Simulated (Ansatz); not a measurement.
**AlF2H2N + H2O: a complex and its separated parts**

The complex below is one end of an elementary step. How strongly is it bound against its free parts?

Method: PBE0-D4/def2-TZVP structures, single points in def2-TZVPP, no counterpoise correction; program: Ansatz 0.2.0, Gaussian basis.

Levels: SPW92, PBE-D4, BLYP-D4, r2SCAN-D4, B97M-V, PBE0-D4, B3LYP-D4, r2SCAN0-D4, BHLYP-D4, CAM-B3LYP-D4, wB97X-V, wB97M-V, B2PLYP, PBE-QIDH, RPA on PBE, Hartree-Fock, MP2, CCSD, CCSD(T).

Correlated methods freeze the cores. B3LYP uses VWN-RPA correlation. B2PLYP carries no dispersion term here.

94 further runs of the same task are left out: 94 set aside as unsound or not needed.

**1. Starting geometry**

The complex: 9 atoms, charge 0, spin multiplicity 1.

Atoms are counted from 1 here; the program's logs count them from 0.

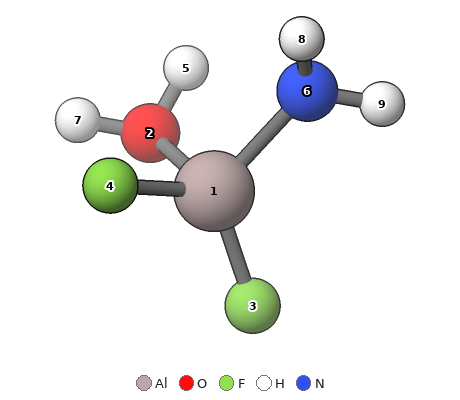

The starting geometry (aluminium light grey, oxygen red, fluorine green, hydrogen white, nitrogen blue); atoms are numbered from 1 in the order of the file.

As a file:

```mol
AlF2H4NO
  3D, bonds by distance, orders not assigned

  9  8  0  0  0  0  0  0  0  0999 V2000
   -0.4072   -0.6686    0.1066 Al  0  0
   -0.9297    1.0919   -0.5771 O   0  0
   -1.0171   -1.7142   -1.0187 F   0  0
   -1.2088   -0.5522    1.5597 F   0  0
   -0.0688    1.5399   -0.5587 H   0  0
    1.3517   -0.3186    0.0986 N   0  0
   -1.5420    1.5715   -0.0070 H   0  0
    1.8551   -0.1870    0.9628 H   0  0
    1.9669   -0.7627   -0.5660 H   0  0
  1  2  8  0
  1  3  8  0
  1  4  8  0
  1  6  8  0
  2  5  8  0
  2  7  8  0
  6  8  8  0
  6  9  8  0
M  END
```

Its parts: AlF2H2N holds atoms 1, 3, 4, 6, 8, 9; H2O holds atoms 2, 5, 7. Each part counts its atoms afresh in its own runs.

**2. Relaxing AlF2H2N alone**

File relax-a/in.yaml:

```yaml
crystal:
  periodic: [false, false, false]
  atoms:
    - {symbol: Al, position_ang: [-0.407229, -0.668579, 0.106628]}
    - {symbol: F, position_ang: [-1.017086, -1.714233, -1.018673]}
    - {symbol: F, position_ang: [-1.208846, -0.552180, 1.559711]}
    - {symbol: N, position_ang: [1.351675, -0.318623, 0.098572]}
    - {symbol: H, position_ang: [1.855140, -0.187007, 0.962782]}
    - {symbol: H, position_ang: [1.966888, -0.762708, -0.566007]}
basis:
  gaussian: {orbitals: def2-TZVP}
hamiltonian: {xc: pbe0, dispersion: d4}
relax: {f_tol: 0.005, max_steps: 200}
```

Run with:

```sh
$ ansatz run in.yaml --threads 4 --pin off --events-out ev --progress --plain --max-ram 9574MiB
```

What it wrote, shortened:

```text
Functional definition: PBE0
  name "PBE0"
  cite "Adamo & Barone, J. Chem. Phys. 110, 6158 (1999) doi:10.1063/1.478522"
  cite "Perdew, Burke & Ernzerhof, Phys. Rev. Lett. 77, 3865 (1996) doi:10.1103/PhysRevLett.77.3865"
  parent pbe
[...]
834 factors; their error is unknown
[...]
mean field -13551.61621970 eV, -498.0127104585 hartree, gradient 3.3e-5 eV, S^2 0.000000; 0 other end points of the search recorded, 0 dependent functions left out
[...]
reference -13551.61624899 eV, -498.0127115349 hartree; 20, 20 occupied and 122, 122 virtual orbitals, 834 factors
[...]
reference -13551.88763492 eV, -498.0226847838 hartree; 20, 20 occupied and 122, 122 virtual orbitals, 834 factors
Total energy: -13551.95928476 eV, -498.0253178670 hartree
Atom 0 at    -0.341582    -0.869138     0.207600 Å, force    -0.000087     0.000337     0.001028 eV/Å
Atom 1 at    -1.065390    -1.606287    -1.066113 Å, force     0.000205    -0.000384     0.000464 eV/Å
Atom 2 at    -1.251745    -0.491572     1.518630 Å, force    -0.000099     0.000055    -0.001246 eV/Å
Atom 3 at     1.362460    -0.493984     0.169276 Å, force     0.000241     0.000233    -0.000581 eV/Å
Atom 4 at     1.862676    -0.041886     0.915844 Å, force     0.000498    -0.001069     0.000151 eV/Å
Atom 5 at     1.974123    -0.700464    -0.602225 Å, force    -0.000759     0.000828     0.000184 eV/Å
Dipole moment:     0.522151     0.115075    -0.012040 e Å
```

It took 10 s on 4 threads of Arm Neoverse V1, shared host.

Step by step:

```csv
step,energy from step 1 (eV),largest force component (eV/Å)
1,0.0000,1.1511
2,-0.1943,0.8292
3,-0.2264,1.3229
4,-0.2359,1.2028
5,-0.2492,0.7739
6,-0.2715,0.0396
7,-0.2716,0.0012
```

Close pairs (by a distance rule), those that changed most:

```csv
bond,before (Å),after (Å),change (Å)
Al1–N4,1.793,1.745,-0.048
Al1–F3,1.664,1.640,-0.024
Al1–F2,1.653,1.640,-0.013
N4–H5,1.009,1.006,-0.003
N4–H6,1.009,1.006,-0.003
```

**3. Relaxing H2O alone**

File relax-b/in.yaml:

```yaml
crystal:
  periodic: [false, false, false]
  atoms:
    - {symbol: O, position_ang: [-0.929711, 1.091924, -0.577087]}
    - {symbol: H, position_ang: [-0.068798, 1.539924, -0.558749]}
    - {symbol: H, position_ang: [-1.542032, 1.571481, -0.006977]}
basis:
  gaussian: {orbitals: def2-TZVP}
hamiltonian: {xc: pbe0, dispersion: d4}
relax: {f_tol: 0.005, max_steps: 200}
```

Run with:

```sh
$ ansatz run in.yaml --threads 4 --pin off --events-out ev --progress --plain --max-ram 9574MiB
```

What it wrote, shortened:

```text
[... 5 set-up lines as earlier in the session ...]
[...]
239 factors; their error is unknown
[...]
mean field -2078.31874387 eV, -76.3768051022 hartree, gradient 1.7e-5 eV, S^2 0.000000; 0 other end points of the search recorded, 0 dependent functions left out
[...]
reference -2078.33309081 eV, -76.3773323424 hartree; 5, 5 occupied and 38, 38 virtual orbitals, 239 factors
Total energy: -2078.33734663 eV, -76.3774887411 hartree
Atom 0 at    -0.930616     1.080521    -0.585093 Å, force    -0.000026     0.000042     0.000040 eV/Å
Atom 1 at    -0.092095     1.545467    -0.546338 Å, force    -0.000053    -0.000007     0.000014 eV/Å
Atom 2 at    -1.517831     1.577341    -0.011382 Å, force     0.000079    -0.000035    -0.000054 eV/Å
Dipole moment:     0.092664     0.354630     0.225833 e Å
```

It took 0.7 s on 4 threads of Arm Neoverse V1, shared host.

The steps of the relaxation:

```csv
step,energy from step 1 (eV),largest force component (eV/Å)
1,0.0000,0.7029
2,-0.0117,0.1606
3,-0.0134,0.2369
4,-0.0143,0.0001
```

Close pairs (by a distance rule), those that changed most:

```csv
bond,before (Å),after (Å),change (Å)
O1–H2,0.971,0.960,-0.011
O1–H3,0.964,0.960,-0.005
```

**4. SPW92/def2-TZVPP**

File parta/in.yaml:

```yaml
crystal:
  periodic: [false, false, false]
  atoms:
    - {symbol: Al, position_ang: [-0.341582, -0.869138, 0.207600]}
    - {symbol: F, position_ang: [-1.065390, -1.606287, -1.066113]}
    - {symbol: F, position_ang: [-1.251745, -0.491572, 1.518630]}
    - {symbol: N, position_ang: [1.362460, -0.493984, 0.169276]}
    - {symbol: H, position_ang: [1.862676, -0.041886, 0.915844]}
    - {symbol: H, position_ang: [1.974123, -0.700464, -0.602225]}
basis:
  gaussian: {orbitals: def2-TZVPP}
hamiltonian: {xc: lda}
```

File partb/in.yaml:

```yaml
crystal:
  periodic: [false, false, false]
  atoms:
    - {symbol: O, position_ang: [-0.930616, 1.080521, -0.585093]}
    - {symbol: H, position_ang: [-0.092095, 1.545467, -0.546338]}
    - {symbol: H, position_ang: [-1.517831, 1.577341, -0.011382]}
basis:
  gaussian: {orbitals: def2-TZVPP}
hamiltonian: {xc: lda}
```

The same command starts each run, in its folder.

Run with:

```sh
$ ansatz run in.yaml --threads 4 --pin off --events-out ev --progress --plain --max-ram 9574MiB
```

parta printed, shortened:

```text
Functional definition: SPW92
  name "SPW92"
  cite "Dirac, Proc. Camb. Phil. Soc. 26, 376 (1930) doi:10.1017/S0305004100016108"
  cite "Slater, Phys. Rev. 81, 385 (1951) doi:10.1103/PhysRev.81.385"
  cite "Perdew & Wang, Phys. Rev. B 45, 13244 (1992) doi:10.1103/PhysRevB.45.13244"
[...]
854 factors; their error is unknown
[...]
mean field -13486.51247899 eV, -495.6201921164 hartree, gradient 1.5e-5 eV, S^2 0.000000; 0 other end points of the search recorded, 0 dependent functions left out
reference -13486.51251687 eV, -495.6201935086 hartree; 20, 20 occupied and 143, 143 virtual orbitals, 854 factors
Total energy: -13486.51251687 eV, -495.6201935086 hartree
```

Log of partb, shortened:

```text
[... 5 set-up lines as earlier in the session ...]
[...]
269 factors; their error is unknown
[...]
mean field -2065.39694545 eV, -75.9019377690 hartree, gradient 5.3e-5 eV, S^2 0.000000; 0 other end points of the search recorded, 0 dependent functions left out
reference -2065.39696428 eV, -75.9019384610 hartree; 5, 5 occupied and 54, 54 virtual orbitals, 269 factors
Total energy: -2065.39696428 eV, -75.9019384610 hartree
```

Wall times: 0.55 s (parta), 0.15 s (partb) on 4 threads of Arm Neoverse V1, shared host.

**5. PBE-D4/def2-TZVPP**

The same edit goes into each in.yaml of step 4 (parta, partb):

```diff
-hamiltonian: {xc: lda}
+hamiltonian: {xc: pbe, dispersion: d4}
```

The same command starts each run, in its folder.

Run with:

```sh
$ ansatz run in.yaml --threads 4 --pin off --events-out ev --progress --plain --max-ram 9574MiB
```

Log of parta, shortened:

```text
Functional definition: PBE
  name "PBE"
[... 2 set-up lines as earlier in the session ...]
[...]
854 factors; their error is unknown
[...]
mean field -13551.26295511 eV, -497.9997282243 hartree, gradient 1.1e-5 eV, S^2 0.000000; 0 other end points of the search recorded, 0 dependent functions left out
reference -13551.26299575 eV, -497.9997297179 hartree; 20, 20 occupied and 143, 143 virtual orbitals, 854 factors
Total energy: -13551.34879267 eV, -498.0028826964 hartree
```

Log of partb, shortened:

```text
[... 4 set-up lines as earlier in the session ...]
[...]
269 factors; their error is unknown
[...]
mean field -2078.40757072 eV, -76.3800694285 hartree, gradient 4.4e-5 eV, S^2 0.000000; 0 other end points of the search recorded, 0 dependent functions left out
reference -2078.40759119 eV, -76.3800701809 hartree; 5, 5 occupied and 54, 54 virtual orbitals, 269 factors
Total energy: -2078.41290825 eV, -76.3802655791 hartree
```

Wall times: 0.85 s (parta), 0.15 s (partb) on 4 threads of Arm Neoverse V1, shared host.

**6. BLYP-D4/def2-TZVPP**

The same edit goes into each in.yaml of step 5 (parta, partb):

```diff
-hamiltonian: {xc: pbe, dispersion: d4}
+hamiltonian: {xc: {name: BLYP}, dispersion: d4}
```

The same command starts each run, in its folder.

Run with:

```sh
$ ansatz run in.yaml --threads 4 --pin off --events-out ev --progress --plain --max-ram 9574MiB
```

Output in parta, shortened:

```text
Functional definition: BLYP
  name "BLYP"
  cite "Becke, Phys. Rev. A 38, 3098 (1988) doi:10.1103/PhysRevA.38.3098"
  cite "Lee, Yang & Parr, Phys. Rev. B 37, 785 (1988) doi:10.1103/PhysRevB.37.785"
[...]
854 factors; their error is unknown
[...]
mean field -13561.40567303 eV, -498.3724662331 hartree, gradient 1.5e-5 eV, S^2 0.000000; 0 other end points of the search recorded, 0 dependent functions left out
reference -13561.40598022 eV, -498.3724775220 hartree; 20, 20 occupied and 143, 143 virtual orbitals, 854 factors
Total energy: -13561.59662251 eV, -498.3794834968 hartree
```

partb printed, shortened:

```text
[... 4 set-up lines as earlier in the session ...]
[...]
269 factors; their error is unknown
[...]
mean field -2080.27678604 eV, -76.4487618248 hartree, gradient 8.6e-5 eV, S^2 0.000000; 0 other end points of the search recorded, 0 dependent functions left out
reference -2080.27697559 eV, -76.4487687906 hartree; 5, 5 occupied and 54, 54 virtual orbitals, 269 factors
Total energy: -2080.28981801 eV, -76.4492407408 hartree
```

Times: 1 s (parta), 0.2 s (partb) on 4 threads of Arm Neoverse V1, shared host.

**7. r2SCAN-D4/def2-TZVPP**

Each input of step 6 (parta, partb) changes in the same lines:

```diff
-hamiltonian: {xc: {name: BLYP}, dispersion: d4}
+hamiltonian: {xc: r2scan, dispersion: d4}
```

The same command starts each run, in its folder.

Run with:

```sh
$ ansatz run in.yaml --threads 4 --pin off --events-out ev --progress --plain --max-ram 9574MiB
```

parta printed, shortened:

```text
Functional definition: r2SCAN
  name "r2SCAN"
  cite "Furness, Kaplan, Ning, Perdew & Sun, J. Phys. Chem. Lett. 11, 8208 (2020) doi:10.1021/acs.jpclett.0c02405"
  cite "Furness, Kaplan, Ning, Perdew & Sun, J. Phys. Chem. Lett. 11, 9248 (2020) doi:10.1021/acs.jpclett.0c03077"
  parent r2scan
[...]
854 factors; their error is unknown
[...]
mean field -13558.33867269 eV, -498.2597560494 hartree, gradient 2.9e-5 eV, S^2 0.000000; 0 other end points of the search recorded, 0 dependent functions left out
reference -13558.33868497 eV, -498.2597565007 hartree; 20, 20 occupied and 143, 143 virtual orbitals, 854 factors
Total energy: -13558.35839329 eV, -498.2604807679 hartree
```

partb printed, shortened:

```text
[... 5 set-up lines as earlier in the session ...]
[...]
269 factors; their error is unknown
[...]
mean field -2079.58114694 eV, -76.4231975591 hartree, gradient 8.5e-5 eV, S^2 0.000000; 0 other end points of the search recorded, 0 dependent functions left out
reference -2079.58115214 eV, -76.4231977504 hartree; 5, 5 occupied and 54, 54 virtual orbitals, 269 factors
Total energy: -2079.58242467 eV, -76.4232445149 hartree
```

They took 1.9 s (parta), 0.45 s (partb) on 4 threads of Arm Neoverse V1, shared host.

**8. B97M-V/def2-TZVPP**

Each input of step 7 (parta, partb) changes in the same lines:

```diff
-hamiltonian: {xc: r2scan, dispersion: d4}
+hamiltonian: {xc: {name: B97M-V}}
```

One command serves all of them, each in its own folder.

Run with:

```sh
$ ansatz run in.yaml --threads 4 --pin off --events-out ev --progress --plain --max-ram 9574MiB
```

Output in parta, shortened:

```text
Functional definition: B97M-V
  name "B97M-V"
  cite "Mardirossian & Head-Gordon, J. Chem. Phys. 142, 074111 (2015) doi:10.1063/1.4907719"
  cite "Becke, J. Chem. Phys. 107, 8554 (1997) doi:10.1063/1.475007"
  cite "Vydrov & Van Voorhis, J. Chem. Phys. 133, 244103 (2010) doi:10.1063/1.3521275"
  # Of w^i u^j: cxij and so on, Table III.
[...]
  gx(w, u) = cx00 + cx01*u + cx02*u^2 + (cx10 + cx11*u)*w
[...]
  gos(w, u) = cos00 + cos01*u + cos03*u^3 + cos10*w + cos32*w^3*u^2
[...]
      + integral(e_c_pw_mod_opposite_spin*gos(b97_w_opposite, b97_u_opposite)) + vv10(b, c)
854 factors; their error is unknown
[...]
mean field -13558.19102556 eV, -498.2543301175 hartree, gradient 6.3e-6 eV, S^2 0.000000; 0 other end points of the search recorded, 0 dependent functions left out
reference -13558.19108349 eV, -498.2543322462 hartree; 20, 20 occupied and 143, 143 virtual orbitals, 854 factors
Total energy: -13558.19108349 eV, -498.2543322462 hartree
```

partb printed, shortened:

```text
[... 5 set-up lines as earlier in the session ...]
  # Of w^i u^j: cxij and so on, Table III.
[...]
  gx(w, u) = cx00 + cx01*u + cx02*u^2 + (cx10 + cx11*u)*w
[...]
  gos(w, u) = cos00 + cos01*u + cos03*u^3 + cos10*w + cos32*w^3*u^2
[...]
      + integral(e_c_pw_mod_opposite_spin*gos(b97_w_opposite, b97_u_opposite)) + vv10(b, c)
269 factors; their error is unknown
[...]
mean field -2079.93551184 eV, -76.4362202293 hartree, gradient 2.9e-5 eV, S^2 0.000000; 0 other end points of the search recorded, 0 dependent functions left out
reference -2079.93553866 eV, -76.4362212148 hartree; 5, 5 occupied and 54, 54 virtual orbitals, 269 factors
Total energy: -2079.93553866 eV, -76.4362212148 hartree
```

Wall times: 2.9 s (parta), 0.45 s (partb) on 4 threads of Arm Neoverse V1, shared host.

**9. PBE0-D4/def2-TZVPP**

Each input of step 8 (parta, partb) changes in the same lines:

```diff
-hamiltonian: {xc: {name: B97M-V}}
+hamiltonian: {xc: pbe0, dispersion: d4}
+output: {orbitals: {seedname: orbitals}}
```

Each run has its own folder and the same command.

Run with:

```sh
$ ansatz run in.yaml --threads 4 --pin off --events-out ev --progress --plain --max-ram 9574MiB
```

Log of parta, shortened:

```text
[... 5 set-up lines as earlier in the session ...]
[...]
885 factors; their error is unknown
[...]
mean field -13551.94382372 eV, -498.0247496841 hartree, gradient 7.6e-5 eV, S^2 0.000000; 0 other end points of the search recorded, 0 dependent functions left out
reference -13551.94385344 eV, -498.0247507766 hartree; 20, 20 occupied and 143, 143 virtual orbitals, 885 factors
Total energy: -13552.01550329 eV, -498.0273838600 hartree
```

partb printed, shortened:

```text
[... 5 set-up lines as earlier in the session ...]
[...]
269 factors; their error is unknown
[...]
mean field -2078.42782014 eV, -76.3808135812 hartree, gradient 1.2e-5 eV, S^2 0.000000; 0 other end points of the search recorded, 0 dependent functions left out
reference -2078.42783465 eV, -76.3808141142 hartree; 5, 5 occupied and 54, 54 virtual orbitals, 269 factors
Total energy: -2078.43209047 eV, -76.3809705130 hartree
```

They took 1.1 s (parta), 0.15 s (partb) on 4 threads of Arm Neoverse V1, shared host.

**10. B3LYP-D4/def2-TZVPP**

Each input of step 9 (parta, partb) changes in the same lines:

```diff
-hamiltonian: {xc: pbe0, dispersion: d4}
-output: {orbitals: {seedname: orbitals}}
+hamiltonian: {xc: {name: B3LYP}, dispersion: d4}
```

Each run has its own folder and the same command.

Run with:

```sh
$ ansatz run in.yaml --threads 4 --pin off --events-out ev --progress --plain --max-ram 9574MiB
```

Output in parta, shortened:

```text
Functional definition: B3LYP
  name "B3LYP"
  cite "Stephens, Devlin, Chabalowski & Frisch, J. Phys. Chem. 98, 11623 (1994) doi:10.1021/j100096a001"
[... 2 set-up lines as earlier in the session ...]
  cite "Vosko, Wilk & Nusair, Can. J. Phys. 58, 1200 (1980) doi:10.1139/p80-159"
[...]
878 factors; their error is unknown
[...]
mean field -13562.77487994 eV, -498.4227836590 hartree, gradient 6.0e-5 eV, S^2 0.000000; 0 other end points of the search recorded, 0 dependent functions left out
reference -13562.77510667 eV, -498.4227919911 hartree; 20, 20 occupied and 143, 143 virtual orbitals, 878 factors
Total energy: -13562.91458906 eV, -498.4279178744 hartree
```

Log of partb, shortened:

```text
[... 6 set-up lines as earlier in the session ...]
[...]
269 factors; their error is unknown
[...]
mean field -2080.76395981 eV, -76.4666651306 hartree, gradient 1.1e-5 eV, S^2 0.000000; 0 other end points of the search recorded, 0 dependent functions left out
reference -2080.76409817 eV, -76.4666702152 hartree; 5, 5 occupied and 54, 54 virtual orbitals, 269 factors
Total energy: -2080.77252423 eV, -76.4669798672 hartree
```

They took 1.1 s (parta), 0.2 s (partb) on 4 threads of Arm Neoverse V1, shared host.

**11. r2SCAN0-D4/def2-TZVPP**

The same edit goes into each in.yaml of step 10 (parta, partb):

```diff
-hamiltonian: {xc: {name: B3LYP}, dispersion: d4}
+hamiltonian: {xc: {name: r2SCAN0}, dispersion: d4}
```

Each run has its own folder and the same command.

Run with:

```sh
$ ansatz run in.yaml --threads 4 --pin off --events-out ev --progress --plain --max-ram 9574MiB
```

parta printed, shortened:

```text
Functional definition: r2SCAN0
  name "r2SCAN0"
  cite "Bursch, Neugebauer, Ehlert & Grimme, J. Chem. Phys. 156, 134105 (2022) doi:10.1063/5.0086040"
[... 3 set-up lines as earlier in the session ...]
[...]
885 factors; their error is unknown
[...]
mean field -13557.26958780 eV, -498.2204679043 hartree, gradient 5.5e-5 eV, S^2 0.000000; 0 other end points of the search recorded, 0 dependent functions left out
reference -13557.26959743 eV, -498.2204682580 hartree; 20, 20 occupied and 143, 143 virtual orbitals, 885 factors
Total energy: -13557.29292038 eV, -498.2213253607 hartree
```

Log of partb, shortened:

```text
[... 6 set-up lines as earlier in the session ...]
[...]
269 factors; their error is unknown
[...]
mean field -2079.27470517 eV, -76.4119360321 hartree, gradient 2.0e-5 eV, S^2 0.000000; 0 other end points of the search recorded, 0 dependent functions left out
reference -2079.27470927 eV, -76.4119361828 hartree; 5, 5 occupied and 54, 54 virtual orbitals, 269 factors
Total energy: -2079.27611343 eV, -76.4119877845 hartree
```

They took 2.2 s (parta), 0.45 s (partb) on 4 threads of Arm Neoverse V1, shared host.

**12. BHLYP-D4/def2-TZVPP**

Each input of step 11 (parta, partb) changes in the same lines:

```diff
-hamiltonian: {xc: {name: r2SCAN0}, dispersion: d4}
+hamiltonian: {xc: {name: BHLYP}, dispersion: d4}
```

One command serves all of them, each in its own folder.

Run with:

```sh
$ ansatz run in.yaml --threads 4 --pin off --events-out ev --progress --plain --max-ram 9574MiB
```

Output in parta, shortened:

```text
Functional definition: BHLYP
  name "BHLYP"
  cite "Becke, J. Chem. Phys. 98, 1372 (1993) doi:10.1063/1.464304"
[... 2 set-up lines as earlier in the session ...]
[...]
942 factors; their error is unknown
[...]
mean field -13559.41408902 eV, -498.2992768706 hartree, gradient 6.7e-5 eV, S^2 0.000000; 0 other end points of the search recorded, 0 dependent functions left out
reference -13559.41424042 eV, -498.2992824343 hartree; 20, 20 occupied and 143, 143 virtual orbitals, 942 factors
Total energy: -13559.52202431 eV, -498.3032434192 hartree
```

Log of partb, shortened:

```text
[... 5 set-up lines as earlier in the session ...]
[...]
295 factors; their error is unknown
[...]
mean field -2079.57890638 eV, -76.4231152203 hartree, gradient 2.0e-5 eV, S^2 0.000000; 0 other end points of the search recorded, 0 dependent functions left out
reference -2079.57899717 eV, -76.4231185569 hartree; 5, 5 occupied and 54, 54 virtual orbitals, 295 factors
Total energy: -2079.58394899 eV, -76.4233005327 hartree
```

Wall times: 1.1 s (parta), 0.2 s (partb) on 4 threads of Arm Neoverse V1, shared host.

**13. CAM-B3LYP-D4/def2-TZVPP**

Each input of step 12 (parta, partb) changes in the same lines:

```diff
-hamiltonian: {xc: {name: BHLYP}, dispersion: d4}
+hamiltonian: {xc: {name: CAM-B3LYP}, dispersion: d4}
```

One command serves all of them, each in its own folder.

Run with:

```sh
$ ansatz run in.yaml --threads 4 --pin off --events-out ev --progress --plain --max-ram 9574MiB
```

Log of parta, shortened:

```text
Functional definition: CAM-B3LYP
  name "CAM-B3LYP"
  cite "Yanai, Tew & Handy, Chem. Phys. Lett. 393, 51 (2004) doi:10.1016/j.cplett.2004.06.011"
  cite "Iikura, Tsuneda, Yanai & Hirao, J. Chem. Phys. 115, 3540 (2001) doi:10.1063/1.1383587"
[... 2 set-up lines as earlier in the session ...]
[...]
  # Exact exchange under (alpha + beta erf(omega r))/r, Becke's under what is left of 1/r.
[...]
873 factors; their error is unknown
207 factors; integrals over basis functions are off by at most 1.3e-5 eV
[...]
mean field -13560.54551496 eV, -498.3408560068 hartree, gradient 1.4e-5 eV, S^2 0.000000; 0 other end points of the search recorded, 0 dependent functions left out
reference -13560.54562539 eV, -498.3408600652 hartree; 20, 20 occupied and 143, 143 virtual orbitals, 873 factors
Total energy: -13560.61807153 eV, -498.3435224117 hartree
```

Log of partb, shortened:

```text
[... 6 set-up lines as earlier in the session ...]
[...]
  # Exact exchange under (alpha + beta erf(omega r))/r, Becke's under what is left of 1/r.
[...]
269 factors; their error is unknown
72 factors; integrals over basis functions are off by at most 1.6e-5 eV
[...]
mean field -2079.99968553 eV, -76.4385785687 hartree, gradient 1.1e-5 eV, S^2 0.000000; 0 other end points of the search recorded, 0 dependent functions left out
reference -2079.99975296 eV, -76.4385810467 hartree; 5, 5 occupied and 54, 54 virtual orbitals, 269 factors
Total energy: -2080.00381892 eV, -76.4387304680 hartree
```

They took 1.2 s (parta), 0.2 s (partb) on 4 threads of Arm Neoverse V1, shared host.

[end of part 1 of 2]
